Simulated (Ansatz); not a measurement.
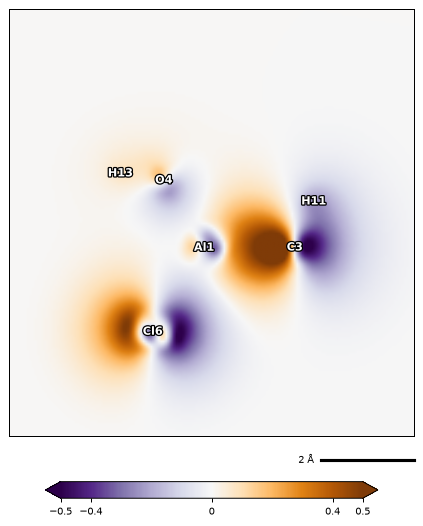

Figure. CH4AlClO···SiH4. The HOMO on the plane of atoms O4, Al1 and Cl6 (values in Å⁻³ᐟ²; the overall sign is arbitrary).

These are results of Ansatz, RHF/def2-SVP, not measurements.

Input

```
crystal:
  periodic: [false, false, false]
  atoms:
    - { symbol: Al, position_ang: [0.044408, -1.342398, -0.324523] }
    - { symbol: Si, position_ang: [0.923214, 2.133786, 0.170148] }
    - { symbol: C, position_ang: [-1.856569, -1.060761, -0.037158] }
    - { symbol: O, position_ang: [1.047915, -1.932839, 0.891275] }
    - { symbol: H, position_ang: [0.738777, 0.870569, -0.515107] }
    - { symbol: Cl, position_ang: [0.938033, -1.063804, -2.308958] }
    - { symbol: H, position_ang: [0.082189, 3.152083, -0.495183] }
    - { symbol: H, position_ang: [2.351975, 2.503237, 0.084003] }
    - { symbol: H, position_ang: [0.517572, 1.989435, 1.586143] }
    - { symbol: H, position_ang: [-2.279824, -0.355039, -0.75559] }
    - { symbol: H, position_ang: [-2.058476, -0.691974, 0.971975] }
    - { symbol: H, position_ang: [-2.399953, -2.004095, -0.149333] }
    - { symbol: H, position_ang: [1.950739, -2.1983, 0.88221] }
basis:
  gaussian: { orbitals: def2-SVP }
hamiltonian:
  xc: hf
relax:
  f_tol: 0.03
  max_steps: 50
output:
  orbitals: {}
```

Command:

```sh
ansatz run input.yaml --threads 2 --pin off --max-ram 3072MiB --backend cpu --events-out ev --progress --plain --runs-dir out
```

The fields are those of the relaxed geometry.

Where does this orbital lie, and at what energy?

Answer. Its weight (Hirshfeld) is mainly on C3 (about 35 %), Cl6 (about 35 %) and Al1 (about 15 %). Its energy is −11.77 eV.
